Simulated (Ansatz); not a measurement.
**Computed energy against volume: Sn (beta-Sn type, space group I4_1/amd)**

Sn (beta-Sn type, space group I4_1/amd)

```cif
data_Sn2
_chemical_formula_sum 'Sn2'
_space_group_name_H-M_alt 'P 1'
_space_group_IT_number 1
_cell_length_a 4.45743
_cell_length_b 4.45743
_cell_length_c 4.45743
_cell_angle_alpha 97.331
_cell_angle_beta 97.331
_cell_angle_gamma 138.141
loop_
_space_group_symop_operation_xyz
  'x, y, z'
loop_
_atom_site_label
_atom_site_type_symbol
_atom_site_fract_x
_atom_site_fract_y
_atom_site_fract_z
_atom_site_occupancy
Sn1 Sn 0.75000 0.25000 0.50000 1
Sn2 Sn 0.00000 0.00000 0.00000 1
```

The volume is varied about the relaxed value V₀ at fixed cell shape. Symmetry pins the atoms to their sites.

Computed with r2SCAN (plane waves to 500 eV, PAW, scalar-relativistic; Ansatz, an electronic-structure program). k mesh 17×17×17 (Γ-centred), Fermi-Dirac smearing 0.05 eV. Energies are smeared free energies. Stress and pressure are positive under compression. With the shape held, the modulus is that of even scaling; a crystal free to change shape is softer. Sn was relaxed with its symmetry unable to fall. The PAW data are Ansatz's earlier set. ΔE is measured from the relaxed starting cell.

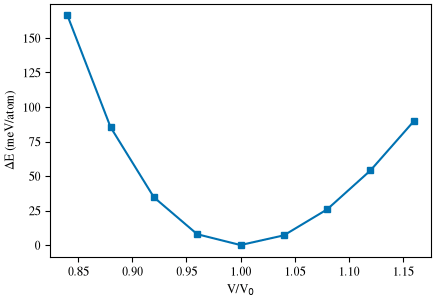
Figure. ΔE (meV/atom) against V/V₀; one marker a computed point.

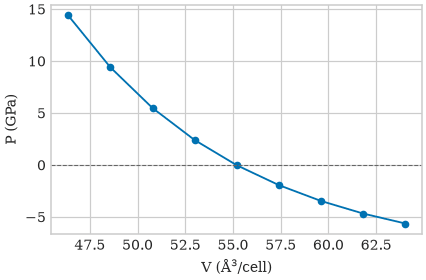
*P (GPa) against V (Å³/cell); markers are the computed points, lines only join them.*

The equilibrium volume of the fit is 27.59 Å³/atom, the bulk modulus at fixed cell shape B₀ (third-order Birch-Murnaghan fit) is 54.1 GPa and the pressure for 5 % compression (fit) is 3.1 GPa. The energy cost of the largest compression comes out as 167 meV/atom and the energy cost of the largest expansion comes out as 90 meV/atom.

Check by three points about V = 27.599 Å³/atom, step 2.208: d²E/dV² ≈ (35 − 2·0 + 26) meV / 2.208² = 0.0125 eV/Å⁶, and V·d²E/dV² × 160.2 = 55.3 GPa.

(Under strain, the slope of the energy per volume gives the stress and its curvature an elastic modulus.)
